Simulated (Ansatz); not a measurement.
Start from MgS in the rock salt structure (space group Fm-3m, No. 225; a = 5.182 Å). Axes: x, y, z lie along the cube axes.

Now apply this change: the cell is stretched by 0.50 % along z with no lateral relaxation; the atoms relax in the strained cell.

All numbers come from PBEsol (Ansatz, a program for electronic structure), without spin-orbit coupling.

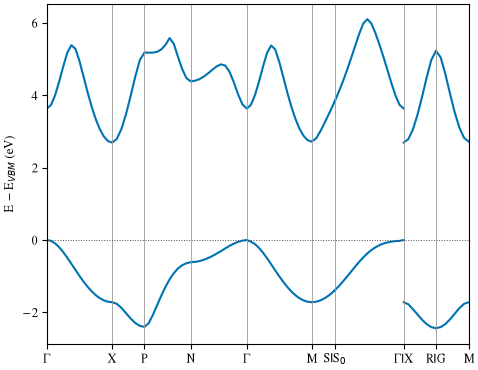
Highest valence and lowest conduction band along the path of the changed cell's own zone

Read the changed gap and its character from the plot.

About 2.7 eV, indirect, Γ → X.

Stability against distortions was not tested. k-point labels follow each cell's own Brillouin zone.
